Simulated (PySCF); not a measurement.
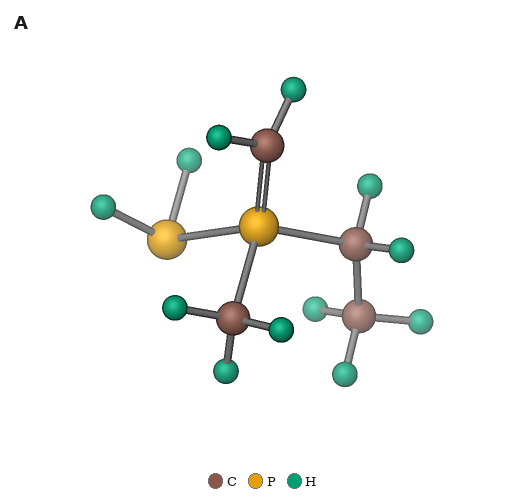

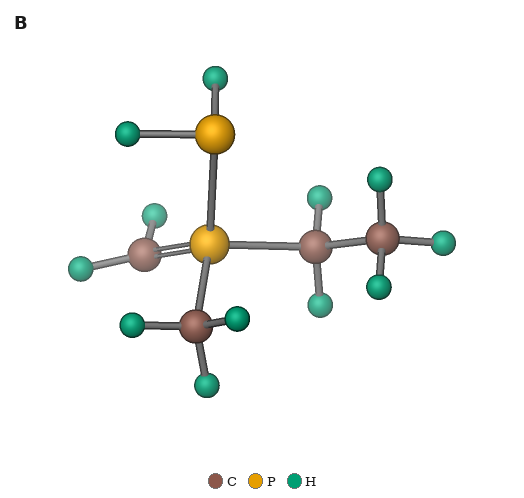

Distant atoms are faded towards the background colour. The computed structure is the end point of a PBE0-D3(BJ)/def2-SVP optimisation. No frequency run is at hand to confirm it as a minimum.

Are A and B the same structure? If not, how do they differ?

Answer. No. They are enantiomers, mirror images that no rotation superimposes: A is C=[P@@](C)(P)CC (S), B is C=[P@](C)(P)CC (R). Their energies are equal.
